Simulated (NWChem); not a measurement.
**A workflow on the pair ZnHOF···BH3O2**

Wanted: a single-point energy (singlet ZnBH4O3F, HF/pcseg-1), then the energy (singlet ZnHOF, HF/pcseg-1), then a single-point energy (singlet BH3O2, HF/pcseg-1), then the energy (singlet ZnHOF, HF/pcseg-1), then the energy (singlet BH3O2, HF/pcseg-1) of BFH4O3Zn and its partners. 

The calculation is run with NWChem 7.3.0.

### 1 The structure to begin with

The species is ZnBH4O3F (10 atoms), meant as a singlet with charge 0. The two molecules were placed rigidly side by side, at 1.3 times their contact distance; the pair isn't optimised.

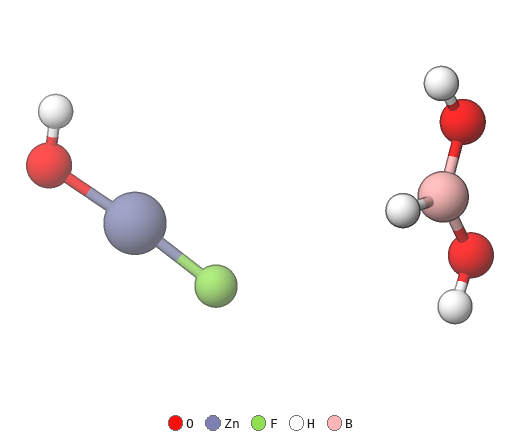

Viewed from a chosen angle; oxygen red, zinc blue, fluorine green, hydrogen white, boron pink.

### 2 A single-point energy at HF/pcseg-1 (run 1)

The input, mymol.nw:

```
start mymol
title "BFH4O3Zn"
memory 2200 mb

geometry units angstroms noautosym nocenter noautoz
 O       -1.156280       0.305980      -0.270900
 Zn       0.394920      -0.280920       0.315700
 F        1.868320      -0.922620       0.979400
 H       -1.106980       0.897580      -1.024200
 O        5.819780       0.599290      -2.019480
 B        5.765680       0.448950      -0.672560
 O        6.145770      -0.754920      -0.176550
 H        5.539270       1.469390      -2.305510
 H        5.397860       1.341160       0.048160
 H        6.084870      -0.796720       0.778480
end

basis spherical bse
 * library pcseg-1
end

scf
 thresh 1e-08
 maxiter 80
 print low
end

task scf energy
```

Command:

```bash
nwchem mymol.nw > mymol.out
```

Standard output:

```text
[...]
  functions       =   121
[...]
  wavefunction    = RHF
[...]
         Total SCF energy =  -2128.658576090696
      One-electron energy =  -3670.333637070143
      Two-electron energy =   1190.950383413857
 Nuclear repulsion energy =    350.724677565590
        Time for solution =     29.2s
 Task  times  cpu:       30.0s     wall:       30.0s
[...]
```

Wall time 31 s (1 thread of Intel Xeon Platinum 8488C (Sapphire Rapids), shared host); peak memory 0.099 GiB.

### 3 ZnHOF: the energy at HF/pcseg-1 (run 2)

The input, mol.nw:

```
start mol
title "FHOZn hf"
memory 2200 mb
charge 0

geometry units angstrom noautosym nocenter noautoz
  O       -1.156280       0.305980      -0.270900
  Zn       0.394920      -0.280920       0.315700
  F        1.868320      -0.922620       0.979400
  H       -1.106980       0.897580      -1.024200
end

basis spherical bse
  O library pcseg-1
  Zn library pcseg-1
  F library pcseg-1
  H library pcseg-1
end

scf
  thresh 1e-08
  maxiter 80
  print low
end

task scf
```

Command:

```bash
nwchem mol.nw > mol.out
```

Standard output:

```text
[...]
  functions       =    64
[...]
  wavefunction    = RHF
[...]
         Total SCF energy =  -1952.444327214319
      One-electron energy =  -3083.426673334000
      Two-electron energy =    953.311832338839
 Nuclear repulsion energy =    177.670513780841
        Time for solution =     15.4s
 Task  times  cpu:       16.1s     wall:       16.1s
[...]
```

Run time: 17 s. Hardware: 1 thread of Intel Xeon Platinum 8488C (Sapphire Rapids), shared host; peak memory 0.096 GiB.

### 4 BH3O2: the energy at HF/pcseg-1 (run 3)

The input, mymol.nw:

```
start mymol
memory total 2200 mb
charge 0

geometry noautosym nocenter noautoz
   O      5.819780     0.599290    -2.019480
   B      5.765680     0.448950    -0.672560
   O      6.145770    -0.754920    -0.176550
   H      5.539270     1.469390    -2.305510
   H      5.397860     1.341160     0.048160
   H      6.084870    -0.796720     0.778480
end

basis spherical bse
   * library pcseg-1
end

scf
   thresh 1e-08
   maxiter 80
   print low
end

task scf
```

Command:

```bash
nwchem mymol.nw > mymol.out
```

Standard output:

```text
[...]
  functions       =    57
[...]
  wavefunction    = RHF
[...]
         Total SCF energy =   -176.213488134288
      One-electron energy =   -374.258998001747
      Two-electron energy =    131.340308622361
 Nuclear repulsion energy =     66.705201245099
        Time for solution =      2.3s
 Task  times  cpu:        2.4s     wall:        2.4s
[...]
```

Run time: 3.3 s. Hardware: 1 thread of Intel Xeon Platinum 8488C (Sapphire Rapids), shared host; peak memory 0.097 GiB.

### 5 ZnHOF among ghost functions: the energy at HF/pcseg-1 (with ghost functions) (run 4)

The input, mol.nw:

```
start mol
title "FHOZn"
memory 2200 mb
charge 0
geometry units au noautosym nocenter noautoz
  O     -2.18505252     0.57821840    -0.51192681
  Zn     0.74629064    -0.53086186     0.59658654
  F      3.53061311    -1.74349912     1.85079777
  H     -2.09188903     1.69618037    -1.93545750
  bqO     10.997790     1.132494    -3.816264
  bqB     10.895556     0.848393    -1.270954
  bqO     11.613822    -1.426592    -0.333631
  bqH     10.467703     2.776745    -4.356782
  bqH     10.200477     2.534425     0.091009
  bqH     11.498738    -1.505583     1.471114
end
basis spherical bse
  O library pcseg-1
  Zn library pcseg-1
  F library pcseg-1
  H library pcseg-1
  bqO library O pcseg-1
  bqB library B pcseg-1
  bqH library H pcseg-1
end
scf
  singlet
  rhf
  thresh 1e-08
  maxiter 80
  noprint "final vectors analysis"
end
task scf energy
```

Command:

```bash
nwchem mol.nw > mol.out
```

Standard output:

```text
[...]
  functions       =   121
[...]
  wavefunction    = RHF
[...]
         Total SCF energy =  -1952.444565283413
      One-electron energy =  -3083.415939484563
      Two-electron energy =    953.300873156587
 Nuclear repulsion energy =    177.670501044563
        Time for solution =     26.7s
[...]
```

It took 29 s on 1 thread of Intel Xeon Platinum 8488C (Sapphire Rapids), shared host; peak memory 0.1 GiB.

### 6 BH3O2 among ghost functions: the energy at HF/pcseg-1 (with ghost functions) (run 5)

The input, test.nw:

```
echo
start test
title "BH3O2 energy"
memory stack 880 mb heap 220 mb global 1100 mb

geometry noautosym nocenter noautoz
  O      5.819780     0.599290    -2.019480
  B      5.765680     0.448950    -0.672560
  O      6.145770    -0.754920    -0.176550
  H      5.539270     1.469390    -2.305510
  H      5.397860     1.341160     0.048160
  H      6.084870    -0.796720     0.778480
  bqO     -1.156280     0.305980    -0.270900
  bqZn     0.394920    -0.280920     0.315700
  bqF      1.868320    -0.922620     0.979400
  bqH     -1.106980     0.897580    -1.024200
end

basis "ao basis" spherical bse
  O library pcseg-1
  B library pcseg-1
  H library pcseg-1
  bqO library O pcseg-1
  bqZn library Zn pcseg-1
  bqF library F pcseg-1
  bqH library H pcseg-1
end

scf
  thresh 1e-08
  maxiter 80
  print low
end

task scf energy
```

Command:

```bash
nwchem test.nw > test.out
```

Standard output:

```text
[...]
  functions       =   121
[...]
  wavefunction    = RHF
[...]
         Total SCF energy =   -176.213492608075
      One-electron energy =   -374.258919544591
      Two-electron energy =    131.340225691417
 Nuclear repulsion energy =     66.705201245099
        Time for solution =     13.2s
 Task  times  cpu:       13.4s     wall:       13.4s
[...]
```

Run time: 14 s. Hardware: 1 thread of Intel Xeon Platinum 8488C (Sapphire Rapids), shared host; peak memory 0.099 GiB.

### 7 Outcome

```
                                                                                                                  quantity           value
                                                                                           run 1, HF/pcseg-1: total energy  -2128.65858 Eh
                                                                                                       ZnHOF: total energy  -1952.44433 Eh
                                                                                                       BH3O2: total energy   -176.21349 Eh
                                                                                 ZnHOF among ghost functions: total energy  -1952.44457 Eh
                                                                                ZnHOF among ghost functions: dipole moment          2.16 D
                                                                                 BH3O2 among ghost functions: total energy   -176.21349 Eh
              interaction energy of the rigid parts ZnHOF and BH3O2 (parts in their own basis; closest atoms 4.22 Å apart)       -0.021 eV
interaction energy of the rigid parts ZnHOF and BH3O2 (parts in the whole basis, counterpoise; closest atoms 4.22 Å apart)       -0.014 eV
```

What this shows: The interaction energy of the rigid parts ZnHOF and BH3O2 (parts in their own basis; closest atoms 4.22 Å apart) is −0.02 eV (−0.5 kcal/mol): the parts attract. Without counterpoise this holds the superposition error of the basis. The interaction energy of the rigid parts ZnHOF and BH3O2 (parts in the whole basis, counterpoise; closest atoms 4.22 Å apart) is −0.01 eV (−0.3 kcal/mol). The basis-set superposition error is 0.6 kJ/mol.
